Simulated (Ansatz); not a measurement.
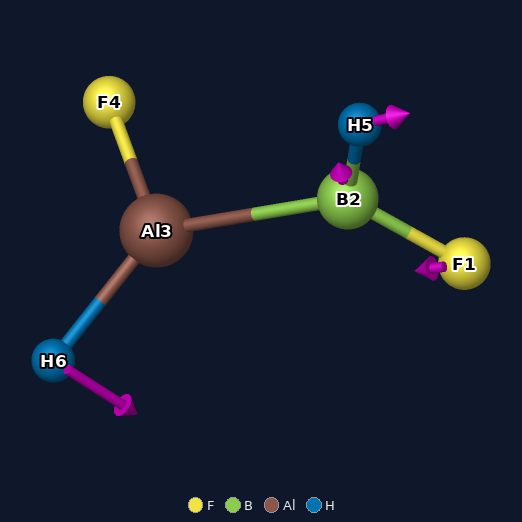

The arrows show one normal mode. Harmonic vibrations computed with RKS PBE0-D4/def2-TZVP (Ansatz 0.2.0) at a stationary point of the same level.

### Describe the motion.

Mostly angle bending.

### Estimate its harmonic wavenumber.

199 cm⁻¹; it is mode 3 of 12 counted from the lowest.
